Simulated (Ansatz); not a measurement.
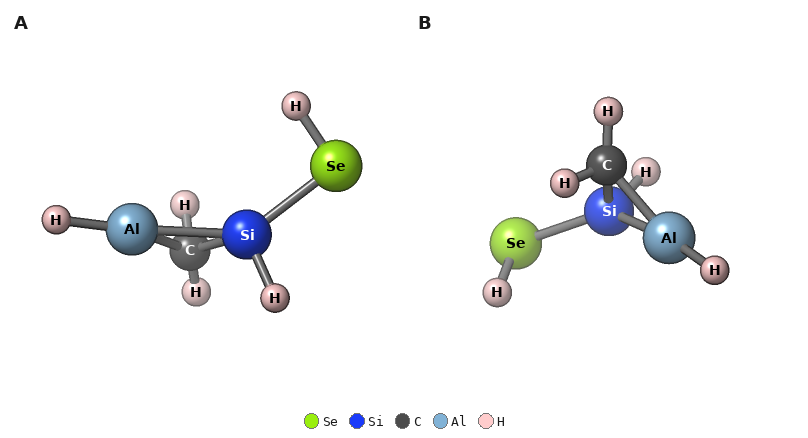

Distant atoms are faded towards the background colour. The computed structure is the end point of a PBE0-D4/def2-TZVP optimisation. No frequency run is at hand to confirm it as a minimum.

**Can A be turned into B by a rotation alone?**

No. They are enantiomers, mirror images that no rotation superimposes: A is [SeH][Si@@H]1[CH2][AlH]1 (), B is [SeH][Si@H]1[CH2][AlH]1 (). Their energies are equal.
